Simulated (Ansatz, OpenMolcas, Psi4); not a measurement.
InF (SMILES [F][In]): methods side by side

The species is InF (2 atoms), meant as a singlet with charge 0. SMILES: `[F][In]`. The shape is that of a PBE0-D4/def2-TZVP optimisation.

```xyz
2

F     0.0000    0.0000    0.0159
In    0.0000    0.0000    2.0096
```

Quantity: the electronic atomisation energy, in eV. The values are calculated. Electronic energies at fixed atoms, without zero-point motion or spin-orbit coupling.

```json
{"level": "HF/def2-TZVPP (core potential)", "kind": "Hartree–Fock", "program": "OpenMolcas", "value (eV)": "3.65", "less CCSD(T)/def2-TZVPP": "-1.76", "CPU time (all runs)": "9.4 s"}
{"level": "SVWN5/def2-TZVPP (core potential)", "kind": "LDA", "program": "Ansatz", "value (eV)": "6.59", "less CCSD(T)/def2-TZVPP": "+1.18", "CPU time (all runs)": "5.5 s"}
{"level": "BLYP/def2-TZVPP (core potential)", "kind": "GGA", "program": "Ansatz", "value (eV)": "5.71", "less CCSD(T)/def2-TZVPP": "+0.30", "CPU time (all runs)": "13 s"}
{"level": "TPSS/def2-TZVPP (core potential)", "kind": "meta-GGA", "program": "Psi4", "value (eV)": "5.64", "less CCSD(T)/def2-TZVPP": "+0.23", "CPU time (all runs)": "34 s"}
{"level": "B3LYP/def2-TZVPP (core potential)", "kind": "global hybrid", "program": "Psi4", "value (eV)": "5.51", "less CCSD(T)/def2-TZVPP": "+0.10", "CPU time (all runs)": "19 s"}
{"level": "PBE0/def2-TZVPP (core potential)", "kind": "global hybrid", "program": "OpenMolcas", "value (eV)": "5.41", "less CCSD(T)/def2-TZVPP": "0.00", "CPU time (all runs)": "20 s"}
{"level": "HSE06/def2-TZVPP (core potential)", "kind": "range-separated hybrid", "program": "Psi4", "value (eV)": "5.42", "less CCSD(T)/def2-TZVPP": "+0.01", "CPU time (all runs)": "34 s"}
{"level": "B2PLYP/def2-TZVPP (core potential, density fitting for correlation)", "kind": "double hybrid", "program": "Psi4", "value (eV)": "5.55", "less CCSD(T)/def2-TZVPP": "+0.14", "CPU time (all runs)": "14 s"}
{"level": "MP3/def2-TZVPP (core potential)", "kind": "perturbation theory", "program": "Psi4", "value (eV)": "5.17", "less CCSD(T)/def2-TZVPP": "-0.24", "CPU time (all runs)": "16 s"}
{"level": "CCSD(T)/def2-TZVPP (core potential), open shells restricted", "kind": "coupled cluster or CI", "program": "OpenMolcas", "value (eV)": "5.41", "less CCSD(T)/def2-TZVPP": "0.00", "CPU time (all runs)": "40 s"}
```

CCSD(T)/def2-TZVPP (core potential), open shells restricted is the highest level here, not the true value. The values span 3.65 to 6.59 eV. In the correlated wave-function rows the outer d shell of In is correlated, in sets not made for it. Times are those of the runs behind each value, whatever else they computed, on shared processors of several kinds: orders of magnitude only.

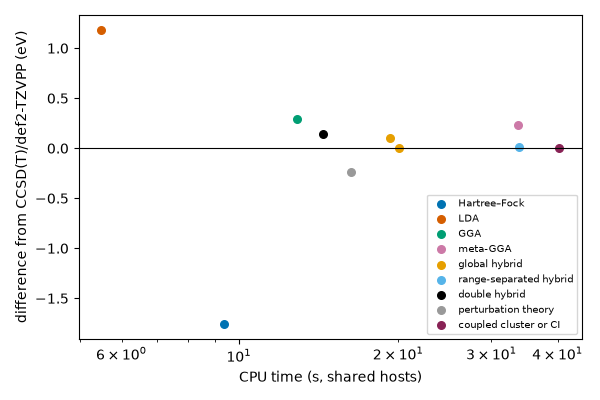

Difference from CCSD(T)/def2-TZVPP against processor time, one point a level.
